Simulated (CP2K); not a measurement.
# HOF (hypofluorous acid) at GFN2-xTB

What is the energy change on altering one bond length of HOF (hypofluorous acid) at GFN2-xTB? The job is set up through an ASE script.

Program for the calculation: CP2K 2026.2.

2 further runs of the same task are left out: 2 set aside as unsound or not needed.

**1. The structure to begin with**

The species is HOF (3 atoms), meant as a singlet with charge 0. As SMILES, `OF`. The shape is that of a GFN2-xTB optimisation.

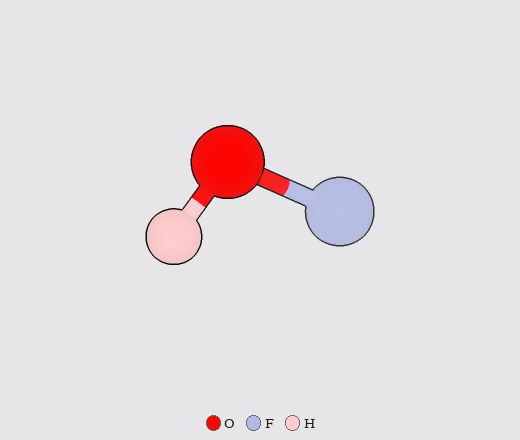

The structure, seen from a chosen angle (oxygen red, fluorine light blue, hydrogen pink).

**2. Energy and gradient at GFN2-xTB**

Input file molecule.xyz:

```xyz
3

O      0.414430    -0.197140     0.208800
F     -0.212000     1.020440    -0.004820
H     -0.202430    -0.823300    -0.203980
```

Input file calc.py:

```python
import numpy as np
from ase.io import read
from ase.calculators.cp2k import CP2K

atoms = read("molecule.xyz")
atoms.set_cell([16.6, 17.8, 16.4])
atoms.center()
cp2k_input = """
&FORCE_EVAL
  METHOD QUICKSTEP
  &DFT
    &QS
      METHOD XTB
      EPS_DEFAULT 1.0E-10
      &XTB
        GFN_TYPE TBLITE
        &TBLITE
          METHOD GFN2
        &END TBLITE
        CHECK_ATOMIC_CHARGES F
      &END XTB
    &END QS
    &POISSON
      PERIODIC NONE
      POISSON_SOLVER ANALYTIC
    &END POISSON
    ! self-consistent field
    &SCF
      SCF_GUESS ATOMIC
      EPS_SCF 1.0E-07
      MAX_SCF 150
      ADDED_MOS 8
      &DIAGONALIZATION
        ALGORITHM STANDARD
      &END DIAGONALIZATION
      &MIXING
        METHOD DIRECT_P_MIXING
        ALPHA 0.4
      &END MIXING
      &SMEAR ON
        METHOD FERMI_DIRAC
        ELECTRONIC_TEMPERATURE [K] 300
      &END SMEAR
    &END SCF
    &PRINT
      &MOMENTS
        PERIODIC F
        REFERENCE COM
        MAX_MOMENT 1
      &END MOMENTS
      &MO ON
        ENERGIES T
        OCCUPATION_NUMBERS T
        NDIGITS 6
        &EACH
          QS_SCF 0
        &END EACH
        ADD_LAST NUMERIC
      &END MO
      &HIRSHFELD OFF
      &END HIRSHFELD
    &END PRINT
  &END DFT
  ! structure
  &SUBSYS
  &END SUBSYS
&END FORCE_EVAL
"""
calc = CP2K(command="cp2k.psmp -s", label="molecule", inp=cp2k_input, basis_set=None, basis_set_file=None, potential_file=None, pseudo_potential=None, xc=None, cutoff=None, max_scf=None, charge=None, uks=False,
            force_eval_method=None, print_level="LOW", poisson_solver=None, stress_tensor=False)
atoms.calc = calc
e = atoms.get_potential_energy()
f = atoms.get_forces()
print(f"energy = {e:.6f} eV")
print("forces (eV/angstrom):")
for s, v in zip(atoms.get_chemical_symbols(), f):
    print(f"{s:2s} {v[0]:10.5f} {v[1]:10.5f} {v[2]:10.5f}")
```

Command:

```console
$ OMP_NUM_THREADS=1 python calc.py
```

The program printed:

```text
energy = -250.102778 eV
forces (eV/angstrom):
O    -0.00590    0.01532   -0.00158
F     0.00724   -0.02129    0.00167
H    -0.00134    0.00596   -0.00009
```

molecule.out (excerpt; [...] marks lines left out):

```text
CP2K| version string:                                       CP2K version 2026.2
[...]
 GLOBAL| Method name                                                        CP2K
[...]
 GLOBAL| Run type                                                   ENERGY_FORCE
[...]
 *** WARNING in qs_kind_types.F:2330 :: Information provided in the input ***
 *** file regarding BASIS for KIND <O> will be ignored!                   ***
 *** WARNING in qs_kind_types.F:2330 :: Information provided in the input ***
 *** file regarding BASIS for KIND <F> will be ignored!                   ***
 *** WARNING in qs_kind_types.F:2330 :: Information provided in the input ***
 *** file regarding BASIS for KIND <H> will be ignored!                   ***
[...]
  *** SCF run converged in    11 steps ***
[...]
 ENERGY| Total FORCE_EVAL ( QS ) energy [hartree]             -9.191108385442163
[...]
```

Run time: 1.4 s. Hardware: 1 thread of Arm Neoverse N1, shared host; peak memory 0.14 GiB.

**3. The distorted shape, same level**

Input file molecule.xyz:

```xyz
3

O      0.352767    -0.259733     0.167537
F     -0.273663     0.957847    -0.046083
H     -0.202430    -0.823300    -0.203980
```

Input file run.py:

```python
import numpy as np
from ase.io import read
from ase.calculators.cp2k import CP2K

atoms = read("molecule.xyz")
atoms.set_cell([16.6, 17.8, 16.4])
atoms.center()
template = """
&FORCE_EVAL
  METHOD Quickstep
  &DFT
    CHARGE 0
    MULTIPLICITY 1
    ! Quickstep
    &QS
      METHOD XTB
      EPS_DEFAULT 1.0E-10
      &XTB
        GFN_TYPE TBLITE
        &TBLITE
          METHOD GFN2
        &END TBLITE
        CHECK_ATOMIC_CHARGES F
      &END XTB
    &END QS
    &POISSON
      PERIODIC NONE
      POISSON_SOLVER ANALYTIC
    &END POISSON
    &SCF
      SCF_GUESS ATOMIC
      EPS_SCF 1.0E-07
      MAX_SCF 150
      ADDED_MOS 8
      &DIAGONALIZATION
        ALGORITHM STANDARD
      &END DIAGONALIZATION
      &MIXING
        METHOD DIRECT_P_MIXING
        ALPHA 0.4
      &END MIXING
      &SMEAR ON
        METHOD FERMI_DIRAC
        ELECTRONIC_TEMPERATURE [K] 300
      &END SMEAR
    &END SCF
    ! extra output
    &PRINT
      &MOMENTS
        PERIODIC F
        REFERENCE COM
        MAX_MOMENT 1
      &END MOMENTS
      &MO ON
        ENERGIES T
        OCCUPATION_NUMBERS T
        NDIGITS 6
        &EACH
          QS_SCF 0
        &END EACH
        ADD_LAST NUMERIC
      &END MO
      &HIRSHFELD OFF
      &END HIRSHFELD
    &END PRINT
  &END DFT
  &SUBSYS
  &END SUBSYS
&END FORCE_EVAL
"""
calculator = CP2K(command="cp2k.psmp -s", label="gas", inp=template, basis_set=None, basis_set_file=None, potential_file=None, pseudo_potential=None, xc=None, cutoff=None, max_scf=None, charge=None, uks=False,
            force_eval_method=None, print_level="LOW", poisson_solver=None, stress_tensor=False)
atoms.calc = calculator
e = atoms.get_potential_energy()
f = atoms.get_forces()
print(f"energy = {e:.6f} eV")
print("forces (eV/angstrom):")
for s, v in zip(atoms.get_chemical_symbols(), f):
    print(f"{s:2s} {v[0]:10.5f} {v[1]:10.5f} {v[2]:10.5f}")
```

Command:

```console
$ OMP_NUM_THREADS=1 python run.py
```

The program printed:

```text
energy = -249.845997 eV
forces (eV/angstrom):
O     3.84467    3.82424    2.56402
F    -0.02916    0.11818   -0.00312
H    -3.81551   -3.94242   -2.56089
```

gas.out (excerpt; [...] marks lines left out):

```text
CP2K| version string:                                       CP2K version 2026.2
[...]
 GLOBAL| Method name                                                        CP2K
[...]
 GLOBAL| Run type                                                   ENERGY_FORCE
[...]
 *** WARNING in qs_kind_types.F:2330 :: Information provided in the input ***
 *** file regarding BASIS for KIND <O> will be ignored!                   ***
 *** WARNING in qs_kind_types.F:2330 :: Information provided in the input ***
 *** file regarding BASIS for KIND <F> will be ignored!                   ***
 *** WARNING in qs_kind_types.F:2330 :: Information provided in the input ***
 *** file regarding BASIS for KIND <H> will be ignored!                   ***
[...]
  *** SCF run converged in    11 steps ***
[...]
 ENERGY| Total FORCE_EVAL ( QS ) energy [hartree]             -9.181671827302548
[...]
```

Run time: 1.5 s. Hardware: 1 thread of Arm Neoverse N1, shared host; peak memory 0.14 GiB.

**4. Results**

At GFN2-xTB:

| quantity | value |
| --- | --- |
| first shape: total energy | -9.19111 Eh |
| first shape: dipole moment (from atomic charges alone) | 1.80 D |
| first shape: HOMO energy | -13.15 eV |
| first shape: LUMO energy | -6.34 eV |
| first shape: HOMO–LUMO gap | 6.81 eV |
| distorted shape: total energy | -9.18167 Eh |
| distorted shape: dipole moment (from atomic charges alone) | 1.64 D |
| distorted shape: HOMO energy | -13.25 eV |
| distorted shape: LUMO energy | -6.41 eV |
| distorted shape: HOMO–LUMO gap | 6.83 eV |
| energy change with the O1–H3 bond shortened from 0.971 to 0.874 Å | 0.257 eV |

With the O1–H3 bond shortened from 0.971 to 0.874 Å the energy rises by 0.26 eV (5.9 kcal/mol). The dipole (first shape) comes from point charges on the atoms alone, without atomic dipoles, so it is partial. The dipole (distorted shape) comes from point charges on the atoms alone, without atomic dipoles, so it is partial.
